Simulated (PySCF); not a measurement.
C₇H₉FSi, SMILES C([SiH2]c1ccccc1)F, GFN2-xTB optimised geometry. Atoms within 1.6 Å of the plane z = 1.2 Å (x, y, z in Å): F1 (-3.32, -2.94, 0.37), C2 (-2.65, -1.74, 0.31), Si3 (-0.79, -2.06, -0.01), C4 (0.13, -0.42, 0.00), C5 (-0.52, 0.81, 0.00), C6 (0.19, 2.00, 0.00), C7 (1.58, 1.98, 0.00), C8 (2.24, 0.76, 0.00), C9 (1.52, -0.42, 0.00), H10 (-2.85, -1.23, 1.26), H12 (-0.30, -2.94, 1.06), H14 (-1.60, 0.85, 0.00), H15 (-0.33, 2.94, -0.01), H16 (2.14, 2.90, 0.00), H17 (3.32, 0.74, 0.00), H18 (2.05, -1.36, 0.00).

Calculation: PBE0/def2-SVP (PySCF 2.14.0).

Map of the log10 of the electron density (e/bohr³), floored at −4 on the plane z = 1.2 Å:

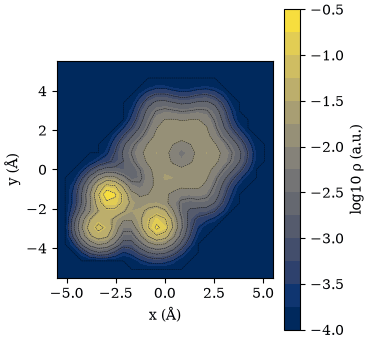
Figure. Log10 of the electron density (e/bohr³), floored at −4 on the plane z = 1.2 Å.
